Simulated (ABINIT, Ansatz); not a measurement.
## Na2LiIrF6 (Fm-3m): G0W0 with ABINIT, start to end

Wanted: ground state, empty states, screening and self-energy for Na2LiIrF6 (Fm-3m).

Program: ABINIT 10.8.3. Level of theory: LDA and many-body steps on it, plane waves. Results are calculated unless marked as measured.

### 1. The starting structure

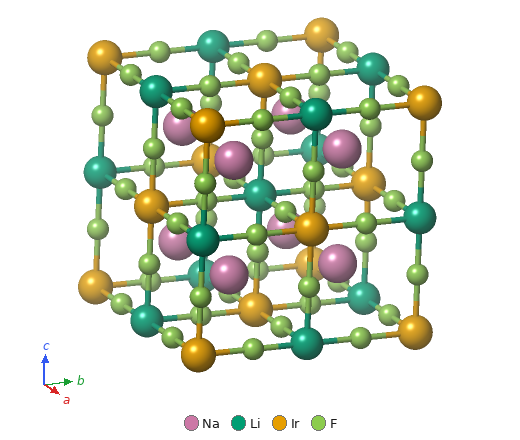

Start, viewed slightly off an axis; sodium pink, lithium teal, iridium orange, fluorine green. This picture shows the conventional cell, with its axes. Some periodic images of atoms are drawn too.

The cell and positions are those that the Materials Project relaxed with its own functionals (PBE, PBE+U or r2SCAN), kept fixed. Spin-orbit coupling is left out unless a step names it.

### 2. Ground state

This step: ABINIT 10.8.3; DFT, LDA, plane waves, norm-conserving pseudopotentials.

The ground-state density comes first.

Input file run.abi:

```
acell 3*1.0 Angstrom
rprim 
  0.000000000000 4.004814000000 4.004814000000
  4.004814000000 0.000000000000 4.004814000000
  4.004814000000 4.004814000000 -0.000000000000
ntypat 4
znucl 11 3 77 9
natom 10
typat 1 1 2 3 4 4 4 4 4 4
xred 
  0.750000000000 0.750000000000 0.750000000000
  0.250000000000 0.250000000000 0.250000000000
  0.500000000000 0.500000000000 0.500000000000
  0.000000000000 0.000000000000 0.000000000000
  0.747678000000 0.252322000000 0.252322000000
  0.252322000000 0.252322000000 0.747678000000
  0.252322000000 0.747678000000 0.747678000000
  0.252322000000 0.747678000000 0.252322000000
  0.747678000000 0.252322000000 0.747678000000
  0.747678000000 0.747678000000 0.252322000000
pp_dirpath "pseudos"
pseudos "Na.upf, Li.upf, Ir.upf, F.upf"
ecut 38
ngkpt 4 4 4
nshiftk 1
shiftk 0 0 0
kptopt 1
chksymbreak 0
nband 49
occopt 1
tolvrs 1e-10
nstep 60
prtwf 0
optforces 0
optstress 0
indata_prefix "in"
outdata_prefix "out"
tmpdata_prefix "tmp"
```

On the command line:

```bash
> OMP_NUM_THREADS=1 mpirun -n 4 abinit run.abi > log
```

Numbers of over 12 decimals in the logs are rounded to 6 here.

The log of the run:

```text
.Version 10.8.3 of ABINIT. v10.8.2 released Aug 2026.

 Symmetries : space group Fm -3 m (#225); Bravais cF (face-center cubic)
================================================================================
 Values of the parameters that define the memory need of the present run
     intxc =       0    ionmov =       0      iscf =       7    lmnmax =       8
     lnmax =       8     mgfft =      60  mpssoang =       4    mqgrid =    3001
     natom =      10  nloc_mem =       1    nspden =       1   nspinor =       1
    nsppol =       1      nsym =      48    n1xccc =    2501    ntypat =       4
    occopt =       1   xclevel =       1
-    mband =          49        mffmem =           1         mkmem =           2
       mpw =        9700          nfft =      216000          nkpt =           8
================================================================================
  Rough estimation (10% accuracy) of disk space for files :
================================================================================

--------------------------------------------------------------------------------
------------- Echo of variables that govern the present computation ------------
--------------------------------------------------------------------------------
 -outvars: echo values of preprocessed input variables --------
            acell      1.8897261259E+00  1.8897261259E+00  1.8897261259E+00 Bohr

      chksymbreak           0
             ecut      3.80000000E+01 Hartree
-          fftalg         312

              ixc       -1012
              kpt      0.00000000E+00  0.00000000E+00  0.00000000E+00
                       2.50000000E-01  0.00000000E+00  0.00000000E+00
                       5.00000000E-01  0.00000000E+00  0.00000000E+00
                       2.50000000E-01  2.50000000E-01  0.00000000E+00
                       5.00000000E-01  2.50000000E-01  0.00000000E+00
                      -2.50000000E-01  2.50000000E-01  0.00000000E+00
                       5.00000000E-01  5.00000000E-01  0.00000000E+00
                      -2.50000000E-01  5.00000000E-01  2.50000000E-01
         kptrlatt        4    0    0      0    4    0      0    0    4
          kptrlen      4.28110823E+01
P           mkmem           2
            natom          10
            nband          49
            ngfft          60      60      60
             nkpt           8
            nstep          60
             nsym          48
           ntypat           4
              occ      2.000000  2.000000  2.000000  2.000000  2.000000  2.000000
                       2.000000  2.000000  2.000000  2.000000  2.000000  2.000000
                       2.000000  2.000000  2.000000  2.000000  2.000000  2.000000
                       2.000000  2.000000  2.000000  2.000000  2.000000  2.000000
                       2.000000  2.000000  2.000000  2.000000  2.000000  2.000000
                       2.000000  2.000000  2.000000  2.000000  2.000000  2.000000
                       2.000000  2.000000  2.000000  2.000000  0.000000  0.000000
                       0.000000  0.000000  0.000000  0.000000  0.000000  0.000000
                       0.000000
        optforces           0
        optstress           0
            prtwf           0
            rprim      0.0000000000E+00  4.0048140000E+00  4.0048140000E+00
                       4.0048140000E+00  0.0000000000E+00  4.0048140000E+00
                       4.0048140000E+00  4.0048140000E+00 -0.0000000000E+00
          spgroup         225

           tolvrs      1.00000000E-10

             xred      7.5000000000E-01  7.5000000000E-01  7.5000000000E-01
                       2.5000000000E-01  2.5000000000E-01  2.5000000000E-01
[...]
znucl       11.00000    3.00000   77.00000    9.00000

================================================================================

 chkinp: Checking input parameters for consistency.

================================================================================
== DATASET  1 ==================================================================
-   mpi_nproc: 4, omp_nthreads: 1 (-1 if OMP is not activated)

--- !DatasetInfo
iteration_state: {dtset: 1, }
dimensions: {natom: 10, nkpt: 8, mband: 49, nsppol: 1, nspinor: 1, nspden: 1, mpw: 9700, }
cutoff_energies: {ecut:  38.0, pawecutdg:  -1.0, }
electrons: {nelect:   8.00000000E+01, charge:   0.00000000E+00, occopt:   1.00000000E+00, tsmear:   1.00000000E-02, }

 Real(R)+Recip(G) space primitive vectors, cartesian coordinates (Bohr,Bohr^-1):
 R(1)=  0.0000000  7.5680016  7.5680016  G(1)= -0.0660676  0.0660676  0.0660676
 R(2)=  7.5680016  0.0000000  7.5680016  G(2)=  0.0660676 -0.0660676  0.0660676
 R(3)=  7.5680016  7.5680016  0.0000000  G(3)=  0.0660676  0.0660676 -0.0660676
 Unit cell volume ucvol=  8.6690927E+02 bohr^3
 Angles (23,13,12)=  6.00000000E+01  6.00000000E+01  6.00000000E+01 degrees

 getcut: wavevector=  0.0000  0.0000  0.0000  ngfft=  60  60  60
         ecut(hartree)=     38.000   => boxcut(ratio)=   2.02022

--- Pseudopotential description ------------------------------------------------
- Na Generated using ONCVPSP code by D. R. Hamann
- 11.00000   9.00000  180309                  znucl, zion, pspdat
12 -1012 1 -1 1968                            pspcod,pspxc,lmax,lloc,mmax
     nproj     2     2     0     0
  pspatm : epsatm=    9.37365322
[...]
nproj     2     2     1     0
  pspatm : epsatm=    4.94580260
         --- l  ekb(1:nproj) -->
[...]
2   -2.364936
 pspatm: atomic psp has been read  and splines computed

   6.28790482E+03                                ecore*ucvol(ha*bohr**3)
--------------------------------------------------------------------------------

_setup2: Arith. and geom. avg. npw (full set) are    9694.141    9694.113

================================================================================

--- !BeginCycle
iteration_state: {dtset: 1, }
solver: {iscf: 7, nstep: 60, nline: 4, wfoptalg: 0, }
tolerances: {tolvrs: 1.00E-10, }

     iter   Etot(hartree)      deltaE(h)  residm     vres2
 ETOT  1  -360.46344933888    -3.605E+02 1.727E-01 1.530E+03
 ETOT  2  -360.56965539920    -1.062E-01 4.991E-03 1.995E+03
 ETOT  3  -361.03618532924    -4.665E-01 1.402E-02 1.122E+02
 ETOT  4  -361.04704935032    -1.086E-02 1.071E-03 1.139E+01
 ETOT  5  -361.04848628689    -1.437E-03 1.652E-03 1.100E+00
 ETOT  6  -361.04862931163    -1.430E-04 4.014E-04 9.435E-03
 ETOT  7  -361.04862990696    -5.953E-07 4.185E-04 4.540E-04
 ETOT  8  -361.04862996985    -6.289E-08 1.518E-04 2.525E-05
 ETOT  9  -361.04862997416    -4.302E-09 3.888E-04 3.685E-06
 ETOT 10  -361.04862997475    -5.887E-10 2.385E-04 1.166E-07
 ETOT 11  -361.04862997475    -4.320E-12 4.910E-04 1.727E-09
 ETOT 12  -361.04862997476    -1.216E-11 2.569E-04 1.360E-10
 ETOT 13  -361.04862997476    -2.672E-12 4.314E-04 3.358E-12

 At SCF step   13       vres2   =  3.36E-12 < tolvrs=  1.00E-10 =>converged.

--- !ResultsGS
iteration_state: {dtset: 1, }
comment   : Summary of ground state results
lattice_vectors:
- [  0.0000000,   7.5680016,   7.5680016, ]
- [  7.5680016,   0.0000000,   7.5680016, ]
- [  7.5680016,   7.5680016,  -0.0000000, ]
lattice_lengths: [  10.70277,   10.70277,   10.70277, ]
lattice_angles: [ 60.000,  60.000,  60.000, ] # degrees, (23, 13, 12)
lattice_volume:   8.6690927E+02
convergence: {deltae: -2.672E-12, res2:  3.358E-12, residm:  4.314E-04, diffor:  0.000E+00, }
etotal    :  -3.61048630E+02
entropy   :   0.00000000E+00
fermie    :   9.28298662E-02
cartesian_stress_tensor: null
pressure_GPa: null
xred      :
- [  7.5000E-01,   7.5000E-01,   7.5000E-01, Na]
- [  2.5000E-01,   2.5000E-01,   2.5000E-01, Na]
- [  5.0000E-01,   5.0000E-01,   5.0000E-01, Li]
- [  0.0000E+00,   0.0000E+00,   0.0000E+00, Ir]
- [  7.4768E-01,   2.5232E-01,   2.5232E-01,  F]
- [  2.5232E-01,   2.5232E-01,   7.4768E-01,  F]
- [  2.5232E-01,   7.4768E-01,   7.4768E-01,  F]
- [  2.5232E-01,   7.4768E-01,   2.5232E-01,  F]
- [  7.4768E-01,   2.5232E-01,   7.4768E-01,  F]
- [  7.4768E-01,   7.4768E-01,   2.5232E-01,  F]
cartesian_forces: null
force_length_stats: {min: null, max: null, mean: null, }

 Integrated electronic density in atomic spheres:
 ------------------------------------------------
 Atom  Sphere_radius  Integrated_density
[...]
================================================================================

 ----iterations are completed or convergence reached----

 Mean square residual over all n,k,spin=   12.313E-07; max=  43.137E-05
 reduced coordinates (array xred) for   10 atoms
[...]
0.252322000000      0.252322000000      0.747678000000
       0.252322000000      0.747678000000      0.747678000000
       0.252322000000      0.747678000000      0.252322000000
       0.747678000000      0.252322000000      0.747678000000
       0.747678000000      0.747678000000      0.252322000000
 rms dE/dt=  0.0000E+00; max dE/dt=  0.0000E+00; dE/dt below (all hartree)
    1       0.000000000000      0.000000000000      0.000000000000
    2       0.000000000000      0.000000000000      0.000000000000
    3       0.000000000000      0.000000000000      0.000000000000
    4       0.000000000000      0.000000000000      0.000000000000
    5       0.000000000000      0.000000000000      0.000000000000
    6       0.000000000000      0.000000000000      0.000000000000
    7       0.000000000000      0.000000000000      0.000000000000
    8       0.000000000000      0.000000000000      0.000000000000
    9       0.000000000000      0.000000000000      0.000000000000
   10       0.000000000000      0.000000000000      0.000000000000

 cartesian coordinates (angstrom) at end:
[...]
6      4.004814     4.004814     2.021005
    7      5.988623     4.004814     4.004814
    8      4.004814     2.021005     4.004814
    9      4.004814     5.988623     4.004814
   10      4.004814     4.004814     5.988623
 length scales=  1.889726125908  1.889726125908  1.889726125908 bohr
              =  1.000000000000  1.000000000000  1.000000000000 angstroms
 prteigrs : about to open file out_EIG
 Fermi (or HOMO) energy (hartree) =   0.09283   Average Vxc (hartree)=  -0.36919
 Eigenvalues (hartree) for nkpt=   8  k points:
 kpt#   1, nband= 49, wtk=  0.01563, kpt=  0.0000  0.0000  0.0000 (reduced coord)
  -3.29617   -1.77734   -1.77732   -1.70648   -1.70648   -1.70648   -1.49309   -0.76625
  -0.76625   -0.76625   -0.76597   -0.76597   -0.76597   -0.76513   -0.74439   -0.74439
  -0.74314   -0.74314   -0.74314   -0.18360   -0.15002   -0.15002   -0.13511   -0.13511
  -0.13511   -0.12838   -0.12838   -0.12838   -0.05908   -0.05908   -0.05908   -0.05686
  -0.05686   -0.05686   -0.03670   -0.03670   -0.03670    0.08101    0.08101    0.08101
   0.17186    0.18915    0.18915    0.33235    0.41552    0.42322    0.42322    0.42322
   0.43881
 prteigrs : prtvol=0 or 1, do not print more k-points.

--- !EnergyTerms
iteration_state     : {dtset: 1, }
comment             : Components of total free energy in Hartree
kinetic             :  1.89435608033865E+02
hartree             :  1.12055794768688E+02
xc                  : -6.85664566182452E+01
Ewald energy        : -2.11486172994627E+02
psp_core            :  7.25324437413571E+00
local_psp           : -3.45208426457825E+02
non_local_psp       : -4.45322210807554E+01
total_energy        : -3.61048629974764E+02
total_energy_eV     : -9.82463372382558E+03
band_energy         : -4.81026082161331E+01

== END DATASET(S) ==============================================================
================================================================================

 -outvars: echo values of variables after computation  --------
           etotal     -3.6104862997E+02
            nband          49
             nkpt           8
          spgroup         225
 [... the other variables as echoed above ...]

 Calculation completed.
```

Run time: 1.8 min. Hardware: 4 MPI ranks of Arm Neoverse N1, shared host; peak memory 0.5 GiB; 7.3 min of CPU time.

This step gave:

- total energy: -9824.6337 eV
- gap: 2.036 eV
- k of the valence top: 0.5, 0.5, 0
- k of the conduction bottom: 0.5, 0.5, 0
- least direct gap: 2.036 eV

The gap is direct, at (0.500, 0.500, 0.000).

### 3. Empty states on the mesh, 2×2×2 mesh, 113 bands

The sums over transitions need many empty states on a uniform mesh; this step solves for them.

Edit run.abi of step 2 so:

```diff
@@ -23,3 +23,3 @@
 ecut 38
-ngkpt 4 4 4
+ngkpt 2 2 2
 nshiftk 1
@@ -28,9 +28,10 @@
 chksymbreak 0
-nband 49
-occopt 1
-tolvrs 1e-10
+iscf -2
+irdden 1
+istwfk *1
+nband 113
+nbdbuf 10
+tolwfr 1e-09
 nstep 60
-prtwf 0
-optforces 0
-optstress 0
+prtvol 0
 indata_prefix "in"
```

The log of the run:

```text
.Version 10.8.3 of ABINIT. v10.8.2 released Aug 2026.

 Symmetries : space group Fm -3 m (#225); Bravais cF (face-center cubic)
[... echo of the input left out ...]
== DATASET  1 ==================================================================
-   mpi_nproc: 4, omp_nthreads: 1 (-1 if OMP is not activated)
-    --> not optimal distribution: autoparal keyword recommended in input file <--

--- !DatasetInfo
iteration_state: {dtset: 1, }
dimensions: {natom: 10, nkpt: 3, mband: 113, nsppol: 1, nspinor: 1, nspden: 1, mpw: 9756, }
cutoff_energies: {ecut:  38.0, pawecutdg:  -1.0, }
electrons: {nelect:   8.00000000E+01, charge:   0.00000000E+00, occopt:   1.00000000E+00, tsmear:   1.00000000E-02, }

 Real(R)+Recip(G) space primitive vectors, cartesian coordinates (Bohr,Bohr^-1):
 R(1)=  0.0000000  7.5680016  7.5680016  G(1)= -0.0660676  0.0660676  0.0660676
 R(2)=  7.5680016  0.0000000  7.5680016  G(2)=  0.0660676 -0.0660676  0.0660676
 R(3)=  7.5680016  7.5680016  0.0000000  G(3)=  0.0660676  0.0660676 -0.0660676
 Unit cell volume ucvol=  8.6690927E+02 bohr^3
 Angles (23,13,12)=  6.00000000E+01  6.00000000E+01  6.00000000E+01 degrees

 getcut: wavevector=  0.0000  0.0000  0.0000  ngfft=  60  60  60
         ecut(hartree)=     38.000   => boxcut(ratio)=   2.02022

--- Pseudopotential description ------------------------------------------------
- Na Generated using ONCVPSP code by D. R. Hamann
- 11.00000   9.00000  180309                  znucl, zion, pspdat
12 -1012 1 -1 1968                            pspcod,pspxc,lmax,lloc,mmax
     nproj     2     2     0     0
  pspatm : epsatm=    9.37365322
         --- l  ekb(1:nproj) -->
             0    2.664741   -0.674314
             1   -6.796556   -2.419774
 pspatm: atomic psp has been read  and splines computed

- Li Generated using ONCVPSP code by D. R. Hamann
-  3.00000   3.00000  180309                  znucl, zion, pspdat
12 -1012 1 -1 1944                            pspcod,pspxc,lmax,lloc,mmax
     nproj     2     2     0     0
  pspatm : epsatm=    2.61415252
         --- l  ekb(1:nproj) -->
             0   -4.854561   -1.448487
[...]
pspatm: atomic psp has been read  and splines computed

- Ir Generated using ONCVPSP code by D. R. Hamann
- 77.00000  17.00000  180309                  znucl, zion, pspdat
12 -1012 3 -1 1296                            pspcod,pspxc,lmax,lloc,mmax
     nproj     2     2     2     2
  pspatm : epsatm=   27.56253566
         --- l  ekb(1:nproj) -->
[...]
pspatm: atomic psp has been read  and splines computed

- F Generated using ONCVPSP code by D. R. Hamann
-  9.00000   7.00000  201202                  znucl, zion, pspdat
12 -1012 2 -1 824                             pspcod,pspxc,lmax,lloc,mmax
     nproj     2     2     1     0
  pspatm : epsatm=    4.94580260
         --- l  ekb(1:nproj) -->
[...]
2   -2.364936
[...]
-3.2962E+00 -1.7773E+00 -1.7773E+00 -1.7065E+00 -1.7065E+00 -1.7065E+00
 -1.4931E+00 -7.6625E-01 -7.6625E-01 -7.6625E-01 -7.6597E-01 -7.6597E-01
 -7.6597E-01 -7.6513E-01 -7.4439E-01 -7.4439E-01 -7.4314E-01 -7.4314E-01
[...]
1.2129E+00  1.2209E+00  1.2209E+00  1.2209E+00  1.2423E+00  1.2423E+00
  1.3133E+00  1.3133E+00  1.3133E+00  1.3592E+00  1.3592E+00  1.3592E+00
  1.3778E+00  1.4304E+00  1.4304E+00  1.4927E+00  1.4946E+00
 prteigrs : prtvol=0 or 1, do not print more k-points.

--- !ResultsGS
iteration_state: {dtset: 1, }
comment   : Summary of ground state results
lattice_vectors:
- [  0.0000000,   7.5680016,   7.5680016, ]
- [  7.5680016,   0.0000000,   7.5680016, ]
- [  7.5680016,   7.5680016,  -0.0000000, ]
lattice_lengths: [  10.70277,   10.70277,   10.70277, ]
lattice_angles: [ 60.000,  60.000,  60.000, ] # degrees, (23, 13, 12)
lattice_volume:   8.6690927E+02
convergence: {deltae:  0.000E+00, res2:  0.000E+00, residm:  9.991E-10, diffor:  0.000E+00, }
etotal    :  -3.61048630E+02
entropy   :   0.00000000E+00
fermie    :   9.28298662E-02
cartesian_stress_tensor: null
pressure_GPa: null
xred      :
- [  7.5000E-01,   7.5000E-01,   7.5000E-01, Na]
- [  2.5000E-01,   2.5000E-01,   2.5000E-01, Na]
- [  5.0000E-01,   5.0000E-01,   5.0000E-01, Li]
- [  0.0000E+00,   0.0000E+00,   0.0000E+00, Ir]
- [  7.4768E-01,   2.5232E-01,   2.5232E-01,  F]
- [  2.5232E-01,   2.5232E-01,   7.4768E-01,  F]
- [  2.5232E-01,   7.4768E-01,   7.4768E-01,  F]
- [  2.5232E-01,   7.4768E-01,   2.5232E-01,  F]
- [  7.4768E-01,   2.5232E-01,   7.4768E-01,  F]
- [  7.4768E-01,   7.4768E-01,   2.5232E-01,  F]
cartesian_forces: null
force_length_stats: {min: null, max: null, mean: null, }

 Integrated electronic density in atomic spheres:
 ------------------------------------------------
 Atom  Sphere_radius  Integrated_density
[...]
================================================================================

 ----iterations are completed or convergence reached----

 Mean square residual over all n,k,spin=   40.508E-11; max=  99.912E-11
 reduced coordinates (array xred) for   10 atoms
[...]
0.747678000000      0.252322000000      0.747678000000
       0.747678000000      0.747678000000      0.252322000000

 cartesian coordinates (angstrom) at end:
    1      6.007221     6.007221     6.007221
    2      2.002407     2.002407     2.002407
    3      4.004814     4.004814     4.004814
[...]
9      4.004814     5.988623     4.004814
   10      4.004814     4.004814     5.988623
 length scales=  1.889726125908  1.889726125908  1.889726125908 bohr
              =  1.000000000000  1.000000000000  1.000000000000 angstroms
 prteigrs : about to open file out_EIG
 Eigenvalues (hartree) for nkpt=   3  k points:
 kpt#   1, nband=113, wtk=  0.12500, kpt=  0.0000  0.0000  0.0000 (reduced coord)
[...]
1.21291    1.22087    1.22087    1.22087    1.24233    1.24233    1.31331    1.31331
   1.31331    1.35919    1.35919    1.35919    1.37780    1.43041    1.43041    1.49272
   1.49462
 prteigrs : prtvol=0 or 1, do not print more k-points.

== END DATASET(S) ==============================================================
================================================================================

 -outvars: echo values of variables after computation  --------
            nband         113
             nkpt           3
          spgroup         225
 [... the other variables as echoed above ...]

 Calculation completed.
```

Wall time 71 s (4 MPI ranks); peak memory 0.41 GiB.

Numbers from this step:

- gap: 2.036 eV
- k of the valence top: 0.5, 0.5, 0
- k of the conduction bottom: 0.5, 0.5, 0
- least direct gap: 2.036 eV
- k points computed: 3
- lowest point of the top converged band, above the valence top: 33.21 eV

On this mesh the gap is 2.036 eV.

(Part 1 of 2 ends here.)

[Paths, hosts, dates, memory and timing lines, banners, echoed tables and standing remarks are left out of the program output.]

[Logs are printed without paths, hosts, clocks, repeated set-up lines and the standing remarks that a program may print on its own settings, such as how far it seeks lower states.]

[Runs of the session that timed out or met a known fault of the program may be left out.]

[Hosts, paths, dates, database ids (printed as entryN), source tags and the programs' standing remarks are cut or masked in the printed files.]

[G0W0 gaps are taken among the corrected bands and points alone; a level outside them can change the order at an edge.]

[Where Ansatz stands beside ABINIT at settings called matched, ABINIT's density can come from a denser mesh and the files from another edition; pairs whose starting gaps differed by over 0.03 eV were left out, so agreement reads better than it is.]
